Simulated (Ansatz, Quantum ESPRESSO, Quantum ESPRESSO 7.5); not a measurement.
**Ba(110), 5 layers: vacuum level and surface dipole**

Aim: the work function of each face of Ba(110), 5 layers, and how it moves with functional, pseudopotentials and boundary condition.

Method: plane-wave DFT, PBE, GBRV ultrasoft pseudopotentials (cross-check by Ansatz 0.2.0 with PAW datasets), in Quantum ESPRESSO 7.5.

**What experiment says.**

“Anisotropic work function of elemental crystals” (2019, arxiv:1902.07811) quotes from earlier work for Ba (polycrystalline sample, no single face): work function, loosely compared (polycrystalline sample, no single face) 2.53 eV.

Most raw output is cut from this account.

### Step 1. Starting point

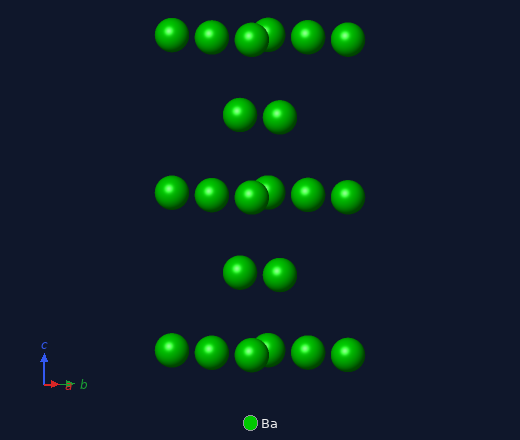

The starting structure, seen from the side, with the c axis up (barium green). 2×1×1 cells are drawn. Some periodic images of atoms are drawn too.

The cell holds 5 atoms: 5 Ba. Cell: a = 4.347 Å, b = 4.347 Å, c = 30.199 Å, α = 90.0°, β = 90.0°, γ = 70.5°. It derives from Ba. Vacuum lies along c.

### Step 2. Relaxation with pw.x

BFGS moves the free atoms until their forces fall under forc_conv_thr; those flagged 0 0 0 are held.

Contents of relax.in:

```
&control
  prefix = 'relax'
  outdir = './out'
  pseudo_dir = './pseudo'
  nstep = 40
  forc_conv_thr = 0.001
  calculation = 'relax'
/
&system
  ibrav = 0
  nat = 5
  ntyp = 1
  ecutwfc = 40
  ecutrho = 200
  occupations = 'smearing'
  smearing = 'mv'
  degauss = 0.02
/
&electrons
  conv_thr = 1e-07
  mixing_beta = 0.4
  electron_maxstep = 120
  mixing_mode = 'local-TF'
/
&ions
/
ATOMIC_SPECIES
  Ba  137.3270  ba_pbe_v1.uspp.F.UPF
CELL_PARAMETERS angstrom
  3.54967604155647 -2.51000000000000 0.00000000000000
  3.54967604155647 2.51000000000000 0.00000000000000
  0.00000000000000 0.00000000000000 30.19870416622587
ATOMIC_POSITIONS crystal
  Ba  0.000000000000 0.000000000000 0.264912029204
  Ba  0.500000000000 0.500000000000 0.382456014602
  Ba  0.000000000000 0.000000000000 0.500000000000 0 0 0
  Ba  0.500000000000 0.500000000000 0.617543985398
  Ba  0.000000000000 0.000000000000 0.735087970796
K_POINTS automatic
  8 8 1 0 0 0
```

Launch:

```
$ OMP_NUM_THREADS=1 mpirun -n 4 pw.x -nk 4 -in relax.in > relax.out
```

The job ended after 13 min (4 MPI ranks of Arm Neoverse N1, shared host; peak memory 1.8 GiB; 50 min of CPU time).

Relaxation path:

```csv
step,energy less that of the first step (eV),largest force (eV/Å)
1,0.0000,0.0633
2,-0.0003,0.0571
3,-0.0006,0.0558
4,-0.0010,0.0513
5,-0.0015,0.0449
6,-0.0022,0.0349
7,-0.0030,0.0245
```

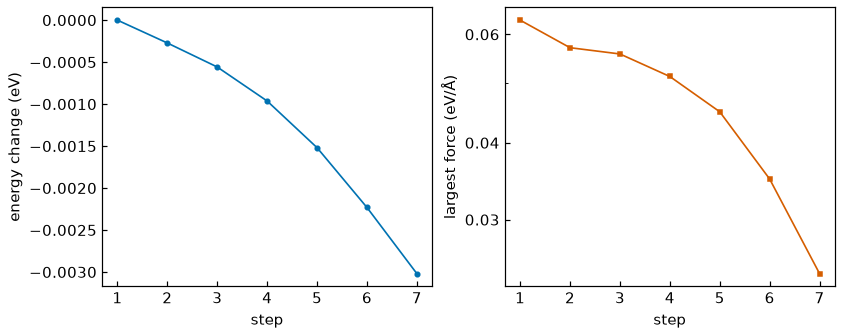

Energy and largest force along the relaxation.

The atoms that moved most (Å):

```csv
atom,dx,dy,dz,length
Ba2,0.000,0.000,-0.020,0.020
Ba4,0.000,0.000,0.020,0.020
Ba5,0.000,0.000,-0.018,0.018
Ba1,0.000,0.000,0.018,0.018
```

Final coordinates:

```cif
data_structure
_symmetry_space_group_name_H-M 'P 1'
_symmetry_Int_Tables_number 1
_cell_length_a 4.3474
_cell_length_b 4.3474
_cell_length_c 30.1987
_cell_angle_alpha 90.000
_cell_angle_beta 90.000
_cell_angle_gamma 70.529
_cell_volume 538.12
loop_
_atom_site_label
_atom_site_type_symbol
_atom_site_fract_x
_atom_site_fract_y
_atom_site_fract_z
_atom_site_occupancy
Ba1 Ba 0.00000 0.00000 0.26550 1
Ba2 Ba 0.50000 0.50000 0.38179 1
Ba3 Ba 0.00000 0.00000 0.50000 1
Ba4 Ba 0.50000 0.50000 0.61821 1
Ba5 Ba 0.00000 0.00000 0.73450 1
```

 On the free atoms the largest force ends at 0.025 eV/Å.

Numbers from this step:

* free energy: -4780.2362 eV
* Fermi energy: 2.554 eV

The program's own clock; routines nest. Time by routine:

```csv
routine,wall time (s),calls
PWSCF,756.3,1
electrons,728.4,7
c_bands,491.4,65
cegterg,421.4,390
h_psi,328,1492
fftw,284.1,65408
vloc_psi,258,1492
sum_band,111.7,65
mix_rho,76.5,65
calbec,55.2,2050
ffts,46.72,6311
newd,36,68
add_vuspsi,34.63,1492
h_psi:calbec,34.62,1492
```

### Step 3. SCF with pw.x

One self-consistent run gives the Fermi level and the density from which pp.x builds the potential.

Contents of scf.in:

```
&control
  prefix = 'scf'
  outdir = './out'
  pseudo_dir = './pseudo'
  calculation = 'scf'
  tprnfor = .true.
/
&system
  ibrav = 0
  nat = 5
  ntyp = 1
  ecutwfc = 40
  ecutrho = 200
  occupations = 'smearing'
  smearing = 'mv'
  degauss = 0.02
/
&electrons
  conv_thr = 1e-07
  mixing_beta = 0.4
  electron_maxstep = 120
  mixing_mode = 'local-TF'
/
ATOMIC_SPECIES
  Ba  137.3270  ba_pbe_v1.uspp.F.UPF
CELL_PARAMETERS angstrom
  3.54967604155647 -2.51000000000000 0.00000000000000
  3.54967604155647 2.51000000000000 0.00000000000000
  0.00000000000000 0.00000000000000 30.19870416622587
ATOMIC_POSITIONS crystal
  Ba  0.000000000000 0.000000000000 0.265504137700
  Ba  0.500000000000 0.500000000000 0.381787295500
  Ba  0.000000000000 0.000000000000 0.500000000000
  Ba  0.500000000000 0.500000000000 0.618212704500
  Ba  0.000000000000 0.000000000000 0.734495862300
K_POINTS automatic
  8 8 1 0 0 0
```

Launch:

```
$ OMP_NUM_THREADS=1 mpirun -n 4 pw.x -nk 4 -in scf.in > scf.out
```

It took 3.6 min on 4 MPI ranks; peak memory 1.6 GiB; 14 min of CPU time.

The program's own clock; routines nest. Time by routine:

```csv
routine,wall time (s),calls
PWSCF,213.7,1
electrons,203.8,1
c_bands,138.2,18
cegterg,117.1,108
h_psi,94.11,506
fftw,80.29,18682
vloc_psi,73.45,506
sum_band,30.74,18
mix_rho,20.08,18
calbec,15.05,638
ffts,12.06,1646
newd,10.35,19
add_vuspsi,10.21,506
h_psi:calbec,10.19,506
```

The run needed 18 iterations to bring the estimated error under 1e-07 Ry; the largest force on any atom, held or free, is 0.02 eV/Å.

### Step 4. Potential by pp.x

The vacuum level is read from the electrostatic potential (plot_num = 11), averaged over planes.

Contents of pot.in:

```
&inputpp
  prefix = 'scf'
  outdir = './out'
  filplot = 'pot.dat'
  plot_num = 11
/
```

Launch:

```
$ OMP_NUM_THREADS=1 mpirun -n 4 pp.x -in pot.in > pot.out
```

It took 1.7 s on 4 MPI ranks; peak memory 0.28 GiB.

Numbers from this step:

| Item | Value |
| --- | --- |
| work function of the upper face | 2.407 eV |
| slope of the potential above | 0.005623 eV/Å |
| upper vacuum line continued to the top atoms, over the Fermi level | 2.377 eV |
| work function of the lower face | 2.407 eV |
| slope of the potential below | -0.003693 eV/Å |
| lower vacuum line continued to the bottom atoms, over the Fermi level | 2.387 eV |

The potential energy, planar mean oscillates, so the rows of the table below give means over windows of 3.58 Å about each position, cut where the curve ends. Its maxima inside the range that stand out by 2 % of the span (Å: eV): 9.7: 1.41, 13.3: 1.48, 16.9: 1.48, 20.5: 1.41. Its minima: 7.9: -6.16, 11.5: -6.00, 15.1: -6.04, 18.7: -6.00, 22.3: -6.16.

Electrostatic potential energy of an electron; zero at the Fermi level. The potential energy, planar mean by z; means over each step:

```csv
z (Å),"potential energy, planar mean (eV)"
1.79,2.41
5.37,1.53
8.95,-2.27
12.53,-2.10
16.11,-2.12
19.69,-2.18
23.27,-1.72
26.85,2.38
```

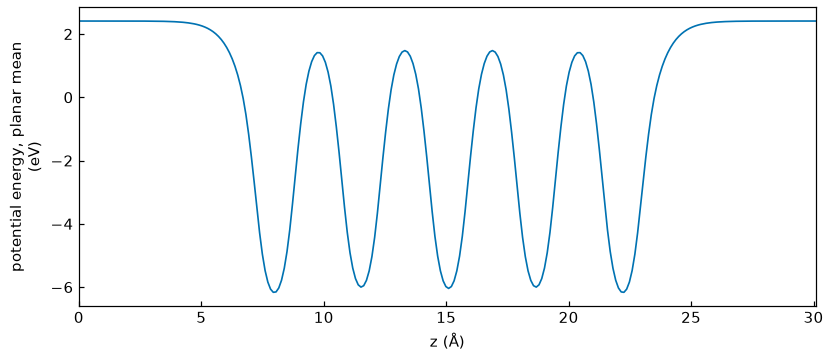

Potential energy, planar mean against z.

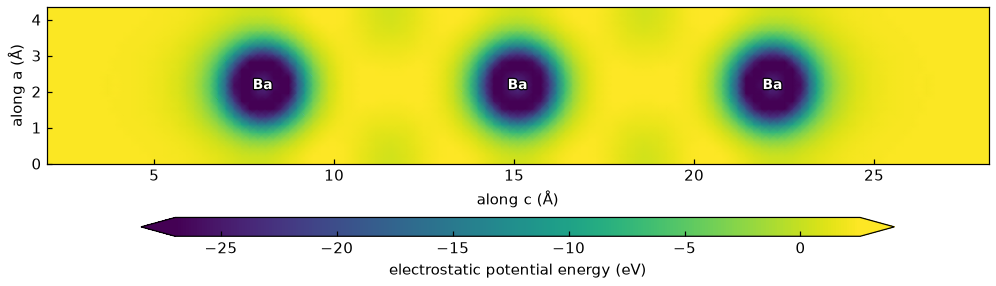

Electrostatic potential energy in the ca plane at fractional y = 0.000, with atoms of Ba within 0.2 Å of it. With pseudopotentials it is smooth inside the atoms' cores, unlike the true potential. The map starts off the cell's origin, so that atoms lie inside it. The far vacuum is left out of the map.

A straight line through the vacuum has a slope of 6 meV/Å; the tail of the density may enter that fit.

### Step 5. Macroscopic average

average.x takes the planar mean and smooths it over a window of one repeat.

Contents of avg.in:

```
1
pot.dat
1.0
340
3
6.7079155497
```

Launch:

```
$ OMP_NUM_THREADS=1 average.x < avg.in > avg.out
```

The job ended after 0.66 s (1 MPI rank; peak memory 0.12 GiB).

Numbers from this step:

```
average.x's running mean inside the slab, on the run's own zero                  : 0.4486 eV
mean potential by an exact Fourier window inside the slab, on the run's own zero : 0.4450 eV
```

The potential energy (planar mean) oscillates, so the rows of the table below give means over windows of 3.55 Å about each position, cut where the curve ends. Its maxima inside the range that stand out by 2 % of the span (Å: eV): 9.8: 1.42, 13.3: 1.48, 16.9: 1.48, 20.4: 1.42. Its minima: 8.0: -6.17, 11.5: -6.00, 15.1: -6.04, 18.7: -6.00, 22.2: -6.17.

Electrostatic potential energy of an electron; zero at the Fermi level; window 3.5497 Å. Table of potential energy by z; means over each step:

```csv
z (Å),planar mean (eV),running mean (eV)
1.77,2.41,2.40
5.32,1.61,0.996
8.87,-2.27,-2.26
12.42,-2.10,-2.11
15.97,-2.12,-2.12
19.52,-2.15,-2.17
23.07,-2.01,-1.30
26.62,2.37,2.27
```

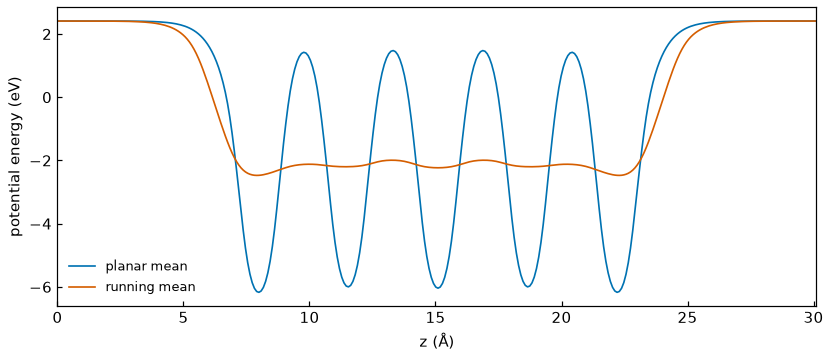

Potential energy against z.

Where the running mean is not flat inside, average.x's window, rounded to the grid, doesn't match the spacings there.

### Step 6. Valence density

plot_num = 0 writes the valence density.

Contents of rho.in:

```
&inputpp
  prefix = 'scf'
  outdir = './out'
  filplot = 'rho.dat'
  plot_num = 0
/
```

Launch:

```
$ OMP_NUM_THREADS=1 mpirun -n 4 pp.x -in rho.in > rho.out
```

The job ended after 1.7 s (4 MPI ranks; peak memory 0.27 GiB; 6.6 s of CPU time).

Numbers from this step:

- electrons by integration: 50.00 e

The valence density, planar mean oscillates, so the rows of the table below give means over windows of 3.52 Å about each position, cut where the curve ends. Its maxima inside the range that stand out by 2 % of the span (Å: e/Å³): 7.7: 0.287, 8.4: 0.287, 11.2: 0.286, 11.9: 0.285, 14.8: 0.286, 15.4: 0.286, 18.3: 0.285, 19.0: 0.286, 21.8: 0.287, 22.5: 0.287. Its minima: 8.1: 0.273, 9.7: 0.0424, 11.5: 0.270, 13.3: 0.0399, 15.1: 0.270, 16.9: 0.0399, 18.7: 0.270, 20.5: 0.0424, 22.1: 0.273.

Mean over planes. Table of valence density, planar mean by z; means over each step:

```csv
z (Å),"valence density, planar mean (e/Å³)"
1.76,3.0e-5
5.28,0.0131
8.80,0.160
12.32,0.158
15.84,0.158
19.36,0.160
22.88,0.147
26.40,0.00100
29.92,3.6e-6
```

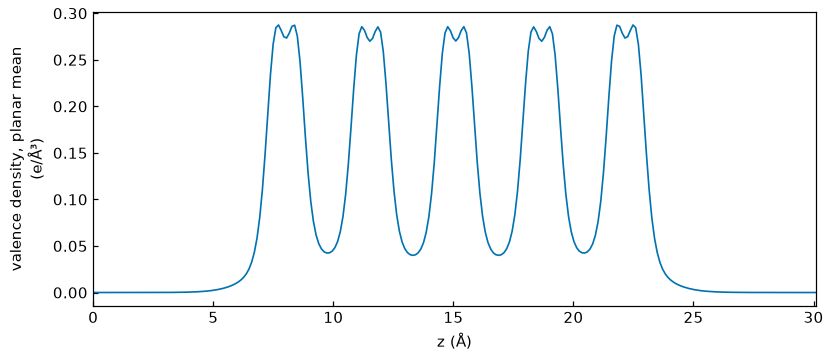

Valence density, planar mean, plotted against z.

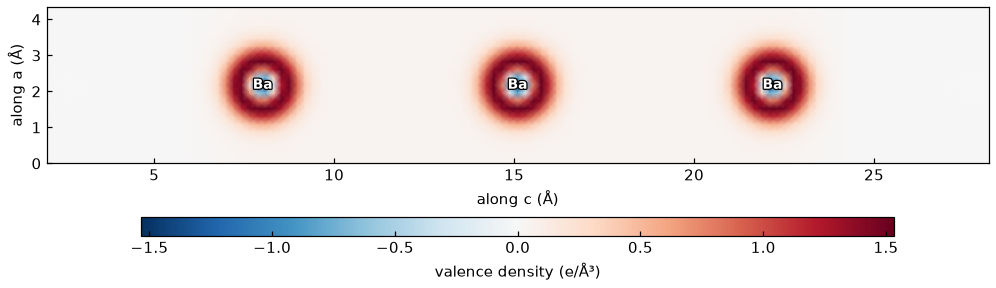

Valence density in the ca plane at fractional y = 0.000, with atoms of Ba within 0.2 Å of it. It is the smooth field of the valence electrons, not physical close to the nuclei. The map starts off the cell's origin, so that atoms lie inside it. The far vacuum is left out of the map.

The density integrates to 50.000 electrons, as the 50 of the input ask.

### Step 7. Projected density of states

Projections on atomic orbitals tell which layers and orbitals hold the states near the zero of energy.

Contents of pdos.in:

```
&projwfc
  prefix = 'scf'
  outdir = './out'
  filpdos = 'pdos'
  Emin = -5.446
  Emax = 6.554
  DeltaE = 0.1
  ngauss = 0
  degauss = 0.01
/
```

Launch:

```
$ OMP_NUM_THREADS=1 mpirun -n 4 projwfc.x -in pdos.in > pdos.out
```

Run time: 3.4 s. Hardware: 4 MPI ranks; peak memory 0.27 GiB; 14 s of CPU time.

Numbers from this step:

```
spilling of the projection : 4.00e-4
```

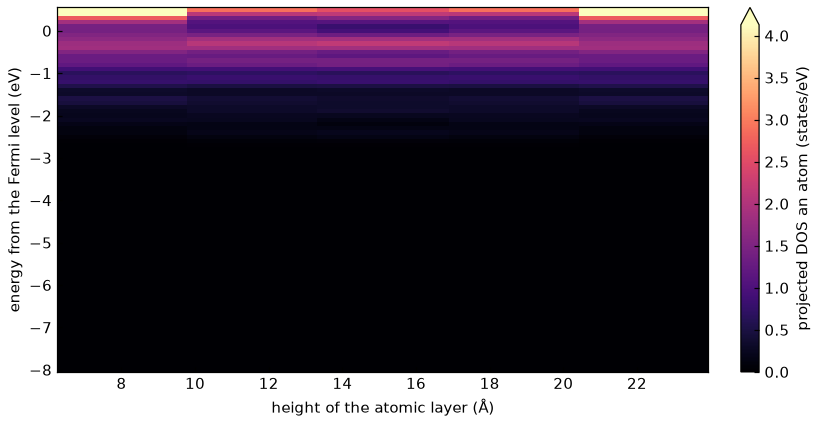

Projected DOS an atom over height of the atomic layer and energy from the Fermi level. Columns are the atomic layers from the bottom up.

The atomic orbitals miss 0.0 % of the occupied states; for empty states the projections can miss much more.

### Step 8. Ground state: open boundaries by the effective screening medium

The effective screening medium with bc1 puts vacuum on both sides and removes the images along the normal. The slab must sit about z = 0, symmetry is kept, and the .esm1 file holds the planar potential.

esm.in is the input of step 3 with these lines changed:

```diff
@@ -1,3 +1,3 @@
 &control
-  prefix = 'scf'
+  prefix = 'esm'
   outdir = './out'
@@ -16,2 +16,4 @@
   degauss = 0.02
+  assume_isolated = 'esm'
+  esm_bc = 'bc1'
 /
@@ -30,7 +32,7 @@
 ATOMIC_POSITIONS crystal
-  Ba  0.000000000000 0.000000000000 0.265504137700
-  Ba  0.500000000000 0.500000000000 0.381787295500
-  Ba  0.000000000000 0.000000000000 0.500000000000
-  Ba  0.500000000000 0.500000000000 0.618212704500
-  Ba  0.000000000000 0.000000000000 0.734495862300
+  Ba  0.000000000000 0.000000000000 -0.234495862300
+  Ba  0.500000000000 0.500000000000 -0.118212704500
+  Ba  0.000000000000 0.000000000000 0.000000000000
+  Ba  0.500000000000 0.500000000000 0.118212704500
+  Ba  0.000000000000 0.000000000000 0.234495862300
 K_POINTS automatic
```

Launch:

```
$ OMP_NUM_THREADS=1 mpirun -n 4 pw.x -nk 4 -in esm.in > esm.out
```

The job ended after 10 min (4 MPI ranks; peak memory 1.7 GiB; 41 min of CPU time).

Numbers from this step:

| Property | Result |
| --- | --- |
| free energy | -4780.2363 eV |
| Fermi energy | -2.408 eV |
| vacuum line at the lower end of the cell, over the Fermi level | 2.407 eV |
| vacuum line at the upper end of the cell, over the Fermi level | 2.407 eV |

The potential energy, planar mean oscillates, so the rows of the table below give means over windows of 3.58 Å about each position, cut where the curve ends. Its maxima inside the range that stand out by 2 % of the span (Å: eV): -5.4: 1.41, -1.8: 1.48, 1.8: 1.48, 5.4: 1.41. Its minima: -7.2: -6.17, -3.6: -6.00, 0.0: -6.04, 3.6: -6.00, 7.2: -6.17.

Electrostatic potential energy of an electron; zero at the Fermi level. Potential energy, planar mean against z; means over each step:

```csv
z (Å),"potential energy, planar mean (eV)"
-13.31,2.41
-9.73,1.53
-6.15,-2.27
-2.57,-2.10
1.01,-2.12
4.59,-2.17
8.17,-1.73
11.75,2.38
```

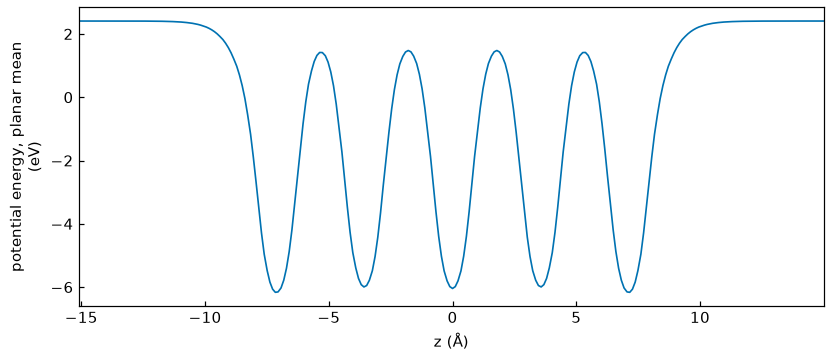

Potential energy, planar mean against z.

The vacuum levels are read from the outermost 0.7 Å of the cell on either side.

The run needed 45 iterations to bring the estimated error under 1e-07 Ry; the largest force on any atom, held or free, is 0.03 eV/Å.

The upper level is 2.407 eV against 2.407 eV from the periodic run.

### Step 9. Self-consistent run: PBEsol, GBRV ultrasoft

The geometry stays; functional or pseudopotentials change.

Level of this step: plane-wave DFT, PBEsol, GBRV ultrasoft pseudopotentials (Quantum ESPRESSO 7.5).

Contents of gbrv-pbesol.in:

```
&control
  prefix = 'gbrv-pbesol'
  outdir = './out'
  pseudo_dir = './pseudo'
  calculation = 'scf'
  tprnfor = .true.
/
&system
  ibrav = 0
  nat = 5
  ntyp = 1
  ecutwfc = 40
  ecutrho = 200
  occupations = 'smearing'
  smearing = 'mv'
  degauss = 0.02
/
&electrons
  conv_thr = 1e-07
  mixing_beta = 0.4
  electron_maxstep = 120
  mixing_mode = 'local-TF'
/
ATOMIC_SPECIES
  Ba  137.3270  ba_pbesol_v1.uspp.F.UPF
CELL_PARAMETERS angstrom
  3.54967604155647 -2.51000000000000 0.00000000000000
  3.54967604155647 2.51000000000000 0.00000000000000
  0.00000000000000 0.00000000000000 30.19870416622587
ATOMIC_POSITIONS crystal
  Ba  0.000000000000 0.000000000000 0.265504137700
  Ba  0.500000000000 0.500000000000 0.381787295500
  Ba  0.000000000000 0.000000000000 0.500000000000
  Ba  0.500000000000 0.500000000000 0.618212704500
  Ba  0.000000000000 0.000000000000 0.734495862300
K_POINTS automatic
  8 8 1 0 0 0
```

Launch:

```
$ OMP_NUM_THREADS=1 mpirun -n 4 pw.x -nk 4 -in gbrv-pbesol.in > gbrv-pbesol.out
```

The job ended after 3.8 min (4 MPI ranks; peak memory 1.7 GiB).

Read from the output:

| Quantity | Value |
| --- | --- |
| free energy | -4772.8322 eV |
| Fermi energy | 2.475 eV |

### Step 10. Potential by pp.x

Contents of gbrv-pbesol.pot.in:

```
&inputpp
  prefix = 'gbrv-pbesol'
  outdir = './out'
  filplot = 'gbrv-pbesol.pot.dat'
  plot_num = 11
/
```

Launch:

```
$ OMP_NUM_THREADS=1 mpirun -n 4 pp.x -in gbrv-pbesol.pot.in > gbrv-pbesol.pot.out
```

Elapsed: 1.7 s, on 4 MPI ranks; peak memory 0.27 GiB.

Numbers from this step:

| Property | Result |
| --- | --- |
| work function of the upper face | 2.445 eV |
| slope of the potential above | 0.005105 eV/Å |
| upper vacuum line continued to the top atoms, over the Fermi level | 2.418 eV |
| work function of the lower face | 2.445 eV |
| slope of the potential below | -0.003344 eV/Å |
| lower vacuum line continued to the bottom atoms, over the Fermi level | 2.427 eV |

The upper face goes from 2.407 eV (PBE, GBRV) to 2.445 eV, a change of +0.038 eV.

### Step 11. Self-consistent run: LDA, PseudoDojo norm-conserving

Level of this step: plane-wave DFT, LDA, PseudoDojo norm-conserving pseudopotentials (Quantum ESPRESSO 7.5).

dojo-lda.in is the input of step 9 with these lines changed:

```diff
@@ -1,3 +1,3 @@
 &control
-  prefix = 'gbrv-pbesol'
+  prefix = 'dojo-lda'
   outdir = './out'
@@ -11,4 +11,4 @@
   ntyp = 1
-  ecutwfc = 40
-  ecutrho = 200
+  ecutwfc = 36
+  ecutrho = 144
   occupations = 'smearing'
@@ -24,3 +24,3 @@
 ATOMIC_SPECIES
-  Ba  137.3270  ba_pbesol_v1.uspp.F.UPF
+  Ba  137.3270  Ba.dojo-sr-lda-0.4.1-standard.upf
 CELL_PARAMETERS angstrom
```

Launch:

```
$ OMP_NUM_THREADS=1 mpirun -n 4 pw.x -nk 4 -in dojo-lda.in > dojo-lda.out
```

It took 2 min on 4 MPI ranks; peak memory 0.65 GiB; 8.1 min of CPU time.

This step gave:

| Property | Result |
| --- | --- |
| free energy | -3831.4986 eV |
| Fermi energy | 2.341 eV |

### Step 12. Electrostatic potential

Contents of dojo-lda.pot.in:

```
&inputpp
  prefix = 'dojo-lda'
  outdir = './out'
  filplot = 'dojo-lda.pot.dat'
  plot_num = 11
/
```

Launch:

```
$ OMP_NUM_THREADS=1 mpirun -n 4 pp.x -in dojo-lda.pot.in > dojo-lda.pot.out
```

It took 0.84 s on 4 MPI ranks; peak memory 0.13 GiB.

Read from the output:

```
work function of the upper face                                       : 2.567 eV
slope of the potential above                                          : 0.004805 eV/Å
upper vacuum line continued to the top atoms, over the Fermi level    : 2.542 eV
work function of the lower face                                       : 2.568 eV
slope of the potential below                                          : -0.003132 eV/Å
lower vacuum line continued to the bottom atoms, over the Fermi level : 2.550 eV
```

The upper face goes from 2.407 eV (PBE, GBRV) to 2.567 eV, a change of +0.161 eV.

### Step 13. Self-consistent run: PW91, GBRV ultrasoft

Level of this step: plane-wave DFT, PW91, GBRV ultrasoft pseudopotentials made under PBE (Quantum ESPRESSO 7.5). input_dft overrides the functional of the files.

gbrv-pw91.in is the input of step 11 with these lines changed:

```diff
@@ -1,3 +1,3 @@
 &control
-  prefix = 'dojo-lda'
+  prefix = 'gbrv-pw91'
   outdir = './out'
@@ -11,4 +11,5 @@
   ntyp = 1
-  ecutwfc = 36
-  ecutrho = 144
+  ecutwfc = 40
+  ecutrho = 200
+  input_dft = 'pw91'
   occupations = 'smearing'
@@ -24,3 +25,3 @@
 ATOMIC_SPECIES
-  Ba  137.3270  Ba.dojo-sr-lda-0.4.1-standard.upf
+  Ba  137.3270  ba_pbe_v1.uspp.F.UPF
 CELL_PARAMETERS angstrom
```

Launch:

```
$ OMP_NUM_THREADS=1 mpirun -n 4 pw.x -nk 4 -in gbrv-pw91.in > gbrv-pw91.out
```

Elapsed: 3.9 min, on 4 MPI ranks; peak memory 1.7 GiB; 16 min of CPU time.

Numbers from this step:

| Item | Value |
| --- | --- |
| free energy | -4788.7756 eV |
| Fermi energy | 2.532 eV |

(Continued in part 2 of 2.)

[Logs are printed without paths, hosts, clocks, repeated set-up lines and the standing remarks that a program may print on its own settings, such as how far it seeks lower states.]

[Hosts, paths, dates, database ids (printed as entryN), source tags and the programs' standing remarks are cut or masked in the printed files.]

[Maps of the electrostatic potential energy from Ansatz leave out the sawtooth potential of an applied field or a dipole correction, so their vacuum need not be flat; planar profiles and work functions include it.]
